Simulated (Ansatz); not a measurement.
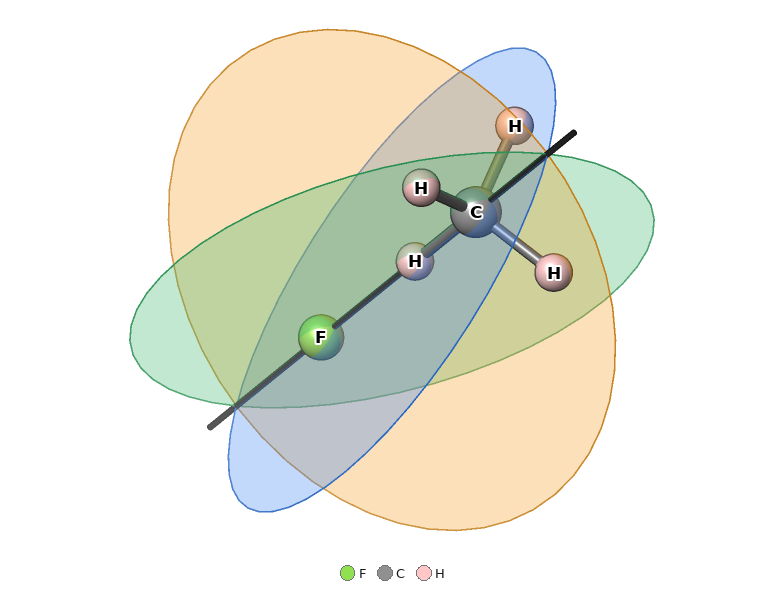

All proper rotation axes (lines) and mirror planes (discs) of the structure are drawn in. Depth is shown by fading: the farther an atom, the more it takes the colour of the background. State: charge −1, singlet. The computed structure is the end point of a PBE-D4/def2-SVPD optimisation. No frequency run is at hand to confirm it as a minimum.

Question: Name the symmetry elements and the point group.

Answer: It has 1 C3 axis and 3 mirror planes. Point group C3v. The group has 6 operations. The geometry is achiral, and symmetry allows a dipole moment.
